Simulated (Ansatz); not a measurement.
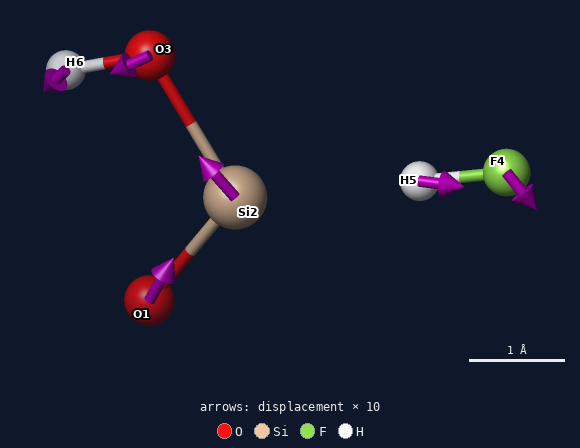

This is a relaxation of SiH$_{2}$O$_{2}$F (charge −1). The starting structure is drawn; purple arrows show the displacements, 10 times their true length. The two geometries are superimposed by the best rigid fit.

The picture is a ball-and-stick view, seen at a tilt.

It is one of the separated reactants of a reaction.

Level of theory: Ansatz 0.2.0, RKS PBE0-D4/def2-TZVPD. Set-up: force threshold 0.005 eV/Å; at most 200 steps.

Question: What happened in the run?

Answer: After 6 accepted moves (7 points after the start) the energy has fallen by 0.093 eV. The largest force component goes from 1.8 to 0.0036 eV/Å. The line search rejected the trial step at point 2 of the run. Si2 moves most after the best rigid fit: 0.060 Å. Largest moves by element: Si 0.060 Å, O 0.057 Å, F 0.052 Å, H 0.051 Å. Some distances before and after: Si2–H5 2.119 → 2.198 Å, Si2–O3 1.755 → 1.700 Å, O1–Si2 1.596 → 1.553 Å, F4–H5 1.004 → 0.977 Å. The run took 24 s on 2 threads of Arm Neoverse V2, with other jobs on the host.
